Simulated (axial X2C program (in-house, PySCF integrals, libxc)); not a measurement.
## Run report: ScS, relativistic diatomic calculation

System: ScS, single determinant with Ω = 1/2.
Method: PBE0, two-component X2C with atomic mean-field Coulomb and Gaunt terms, Sc dyall-v3z, S dyall-v3z (cores contracted) (axial X2C program (in-house, PySCF integrals, libxc)).

What the run reported:

```
                 quantity                                                                 value
                  outcome                                                             converged
           bond length rₑ                                                               2.193 Å
                       ωₑ                                                            555.2 cm⁻¹
    energy at the minimum                                                   −1163.45054 hartree
depth below the fragments                                                               3.08 eV
                 hardware  1 thread of Arm Neoverse N1, 54 GiB of memory available, shared host
                wall time                                                                  18 s
              peak memory                                                              0.29 GiB
```

What is odd here:

One thing in this input was made odd on purpose: sparse fitting set (auxb = 6.0). The program ran to the end. Its numbers are those of the input as typed; this run alone doesn't show how far the oddity moves them.

Input:
```
{"zs": [21, 16], "q": 0, "bas": ["dyall-v3z", "dyall-v3z"], "levels": ["PBE0", "HF", "PBE", "TPSSh"], "cc": false, "r0": 2.1, "npts": 10, "nst": 2, "ntry": 6, "opt": {"auxb": 6.0}}
```

The line is the task of a batch: nuclear charges, charge, bases, the levels to run, a first guess of the distance and further settings. This report covers PBE0 with spin-orbit coupling. The log is that of the reference distance 2.197 Å, started from orbitals converged before.

The run was one of a batch that the task file lists, launched with:
```bash
python <driver script> task.json out
```

The program's output:
```
two-component X2C + atomic mean field  PBE0
basis functions 170  fitting functions 438  grid points 5080
iter        total energy     max residual
   1      -1163.450533774     4.00e-05
   2      -1163.450533788     2.57e-05
   3      -1163.450533790     2.35e-05
   4      -1163.450533803     1.51e-05
   5      -1163.450533804     2.83e-06
converged
one-electron -1759.56577169  Coulomb 580.15843867  exact exchange -15.78807222  xc functional -48.96185721  nuclear repulsion 80.93015151  atomic mean-field constant -0.22342287
```

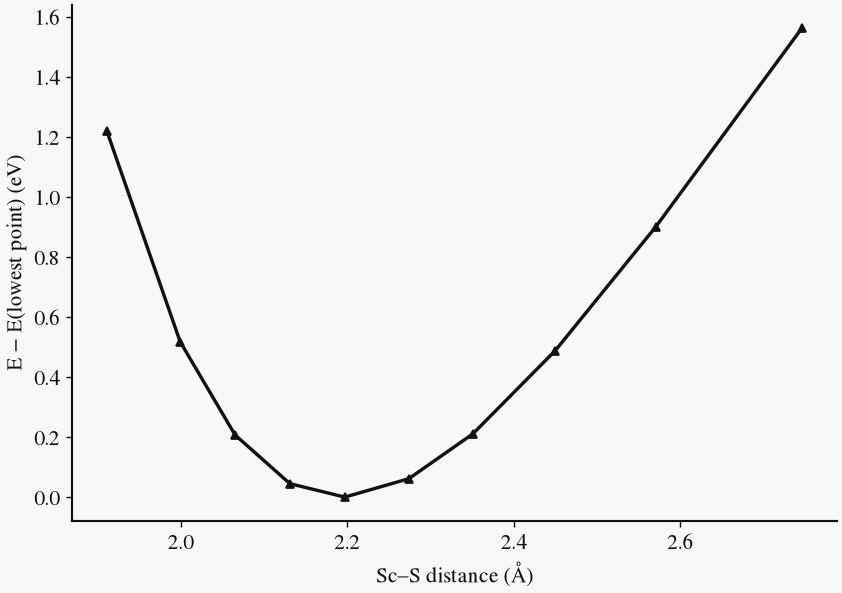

**Figure 1.** Energy at 10 bond lengths, for one set of occupations held fixed; the line joins the points. A polynomial of degree 6 through 9 points gives rₑ = 2.193 Å, ωₑ = 555.2 cm⁻¹, ωₑxₑ = 2.1 cm⁻¹ and Bₑ = 0.1875 cm⁻¹. The minimum lies 3.08 eV below Sc + S, each computed as one determinant at the same level.
